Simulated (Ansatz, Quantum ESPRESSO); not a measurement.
# 1T-TiS2, 3 layers, AA stacking against a metal electrode: the electrode's level over the Fermi level at a withheld member of a series

Method. Quantum ESPRESSO 7.5, PBE, GBRV ultrasoft. The slab is relaxed neutral under PBE-D3(BJ), then held. ESM with bc3: vacuum below and a metal electrode about 6 Å above the top atoms. Fermi-Dirac smearing of 0.004 Ry and a dense mesh. Charges are set per cell from the starting area. The series steps the charge of the slab (positive: electrons removed).

```
charge of the slab  electrode's level over the Fermi level (eV)
     1 ×10¹³ e/cm²                                        6.960
     2 ×10¹³ e/cm²                                        8.076
     3 ×10¹³ e/cm²                                        9.195
     6 ×10¹³ e/cm²                                       12.579
     7 ×10¹³ e/cm²                                       13.711
     8 ×10¹³ e/cm²                                       14.843
```

To predict: What is the electrode's level over the Fermi level at 4.5 ×10¹³ e/cm²?

**Worked estimate.** The rows at 3 ×10¹³ e/cm² and 6 ×10¹³ e/cm² give a slope of (12.579 − (9.195))/(6 − (3)) = 1.128, so a straight line gives 10.887 eV. A parabola through these and the row at 2 ×10¹³ e/cm² gives 10.882 eV.

What the calculation gave: 10.884 eV. The line misses by +0.003 and the parabola by −0.002 eV. Both misses are under 5 % of the step from the nearer row.

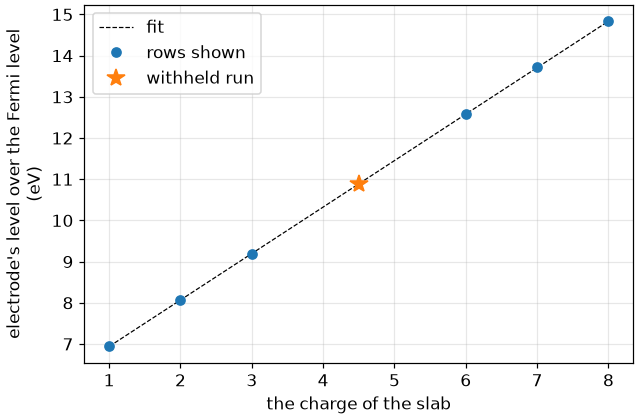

The rows shown, the fit and the withheld run.

**Limits.** Vacuum fills the gap; ions don't answer the charge; added electrons can spill towards the electrode at the most negative charges. Charges count on the starting cell, which the relaxation changed by some per cent. Members without a usable value, or on the other side of zero field or charge, are not listed.

[Logs are printed without paths, hosts, clocks, repeated set-up lines and the standing remarks that a program may print on its own settings, such as how far it seeks lower states.]
